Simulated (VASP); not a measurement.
Band structure of GaAs (relaxed from the CsCl type structure, space group Pm-3m). These are PBEsol GGA, VASP's PBE PAW potentials (set 64) (plane waves; VASP) values and carry that method's errors.

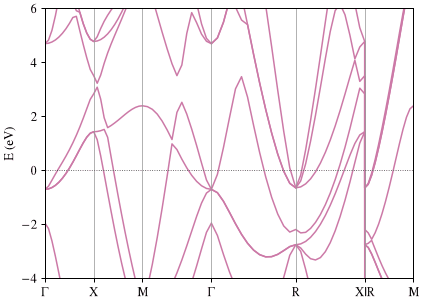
Bands along high-symmetry lines, zero at the valence-band maximum or, without a gap, the Fermi level

Read the plot: is there a gap, and where are the band edges?

It has no gap at this level: it comes out as a metal or semimetal. (Edges off the drawn lines would not show.)

The structure was generated: GaAs was put into the CsCl type type (Pm-3m), which need not be its known phase. It was relaxed first, which changed the volume by +18 %. VASP warned that the highest band is occupied, so more bands are needed.
